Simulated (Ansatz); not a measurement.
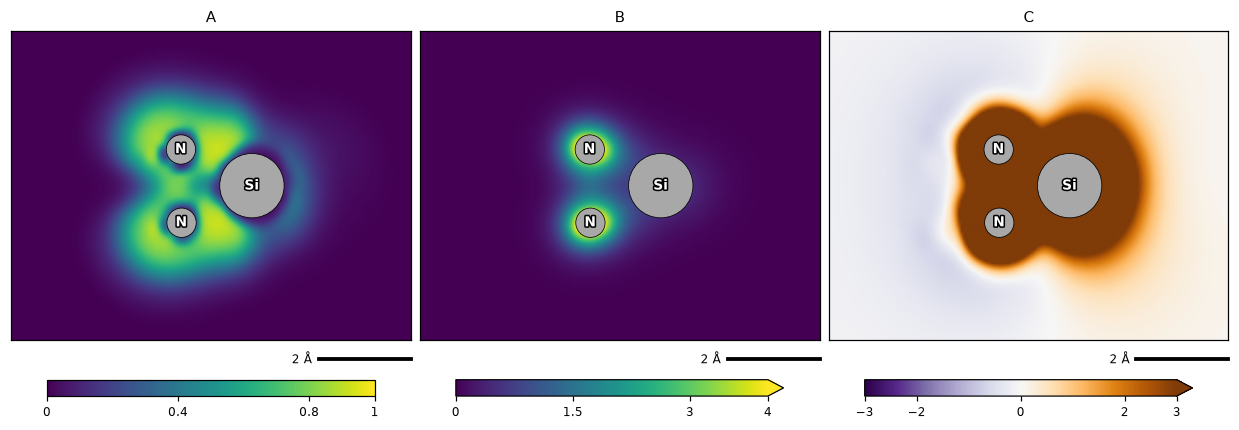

ClH3N2Si (SMILES Cl[SiH]1NN1): 3 fields on the plane of atoms N2, Si4 and N3, with unlabelled colour scales. Grey discs cover the atomic cores.

Geometry: B3LYP/6-31G*.

Theory: isolated molecule in a Gaussian basis; Kohn-Sham density functional theory, functional PBE0 in Ansatz 0.2.0.

> Which field does each panel show? The fields are: electron density, electron localisation function and electrostatic potential.

Panel A: electron localisation function. Panel B: electron density. Panel C: electrostatic potential (strongly positive close to the atoms, with negative regions outside electron-rich atoms). From the grid: N–N (1.59 Å): ρ at the midpoint is about 1.4 e/Å³; the ELF peaks at about 0.80 between the atoms (localised, covalent bonding). Si–N (1.73 Å): ρ is about 1.1 e/Å³ halfway; the ELF peaks at about 0.85 between the atoms (a polar covalent bond).
